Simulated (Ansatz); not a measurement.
# CH3Cl3SSiZn: basis-set convergence

How large a basis does CH3Cl3SSiZn need? Two functionals are run in growing sets.

Method: one geometry, several basis sets; program: Ansatz 0.2.0, Gaussian basis.

The runs, in order: PBE0-D4/def2-SVP; ωB97M-V/def2-SVP; PBE0-D4/def2-QZVPP; ωB97M-V/def2-QZVPP; the functionals' def2-TZVPP values are taken from earlier runs.

### 1 The geometry

All runs share one geometry, relaxed beforehand with PBE0-D4 in a triple-zeta def2 set.

SMILES `[CH3][Zn][S][Si](Cl)(Cl)Cl`, 10 atoms, charge 0, spin multiplicity 1.

Atoms are counted from 1 here; the program's logs count them from 0.

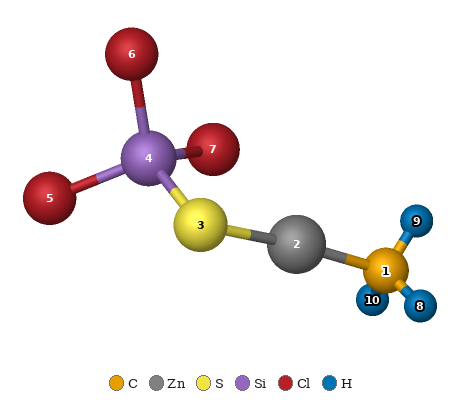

The structure; carbon amber, zinc grey, sulfur yellow, silicon purple, chlorine red, hydrogen blue; atoms are numbered from 1 in the order of the file.

### 2 PBE0-D4 in def2-SVP

File in.yaml:

```yaml
crystal:
  periodic: [false, false, false]
  atoms:
    - {symbol: C, position_ang: [0.243823, -1.877629, 1.634951]}
    - {symbol: Zn, position_ang: [-0.586845, -0.659582, 0.385905]}
    - {symbol: S, position_ang: [-1.826849, 0.564797, -0.985866]}
    - {symbol: Si, position_ang: [-0.232277, 1.763640, -1.536832]}
    - {symbol: Cl, position_ang: [0.189143, 1.670775, -3.524918]}
    - {symbol: Cl, position_ang: [-0.506224, 3.724197, -1.068241]}
    - {symbol: Cl, position_ang: [1.484137, 1.152396, -0.539688]}
    - {symbol: H, position_ang: [-0.484113, -2.584989, 2.035197]}
    - {symbol: H, position_ang: [0.681091, -1.317448, 2.463604]}
    - {symbol: H, position_ang: [1.038093, -2.436157, 1.135887]}
basis:
  gaussian: {orbitals: def2-SVP}
hamiltonian: {xc: pbe0, dispersion: d4}
output: {orbitals: {seedname: orbitals}}
```

Started as:

```sh
ansatz run in.yaml --threads 2 --pin off --events-out ev --progress --plain --max-ram 20480MiB --backend cpu
```

The runs that follow: ωB97M-V in def2-SVP; PBE0-D4 in def2-QZVPP; ωB97M-V in def2-QZVPP.

**Question.** What will the summary of the whole plan be? Wanted: PBE0-D4: double and triple zeta above quadruple; ωB97M-V: double and triple zeta above quadruple.

The runs gave:

```
                                       quantity           value
PBE0-D4: double and triple zeta above quadruple  30.73, 2.93 eV
ωB97M-V: double and triple zeta above quadruple  30.43, 2.80 eV
```

For PBE0-D4 the step from double to triple zeta gains 27.80 eV and the next only 2.93 eV. Total energies overstate the basis error of differences, where much of it tends to cancel. The LUMO of ωB97M-V is positive and keeps falling with the basis (1.12 to 0.44 eV): an unbound level that the basis holds in place.
